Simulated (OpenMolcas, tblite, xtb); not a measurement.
## SnSiH6 (SMILES [SiH3][SnH3]): methods side by side

The species is SnSiH6 (8 atoms), meant as a singlet with charge 0. SMILES: `[SiH3][SnH3]`. The shape is that of a PBE0-D4/def2-TZVP optimisation.

```xyz
8

Si   -0.6219    0.1213   -1.1521
Sn    0.6117   -0.1294    1.0775
H    -2.0704    0.3552   -0.9125
H    -0.4650   -1.1120   -1.9673
H    -0.0716    1.2724   -1.9153
H     0.4504    1.2859    2.0193
H     2.2762   -0.4107    0.8205
H    -0.0172   -1.4396    1.9740
```

Quantity: the vertical ionisation energy (to the doublet cation), in eV. The values are calculated.

```csv
level,kind,program,value (eV),CPU time (all runs)
IPEA1-xTB,semi-empirical,tblite,13.86,under 2 s
GFN2-xTB,semi-empirical,xtb,13.30,under 2 s
HF/def2-SVPD (core potential),Hartree–Fock,OpenMolcas,9.41,64 s
SVWN5/def2-SVPD (core potential),LDA,OpenMolcas,10.02,2 min
PBE/def2-SVPD (core potential),GGA,OpenMolcas,9.87,2.2 min
TPSS/def2-SVPD (core potential),meta-GGA,OpenMolcas,9.95,2.6 min
B3LYP/def2-SVPD (core potential),global hybrid,OpenMolcas,10.05,3.3 min
M06-2X/def2-SVPD (core potential),hybrid meta-GGA,OpenMolcas,10.03,4.5 min
```

Spin-orbit coupling, which can split open shells on such heavy atoms by tenths of an eV, is left out. The values span 9.41 to 13.86 eV. The xTB values lack the empirical shift that such differences need. CPU times are rough (shared hosts, several kinds of processor and program).

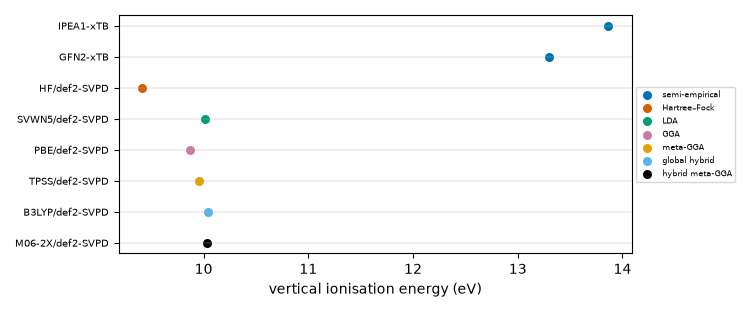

The values of the table, level by level.
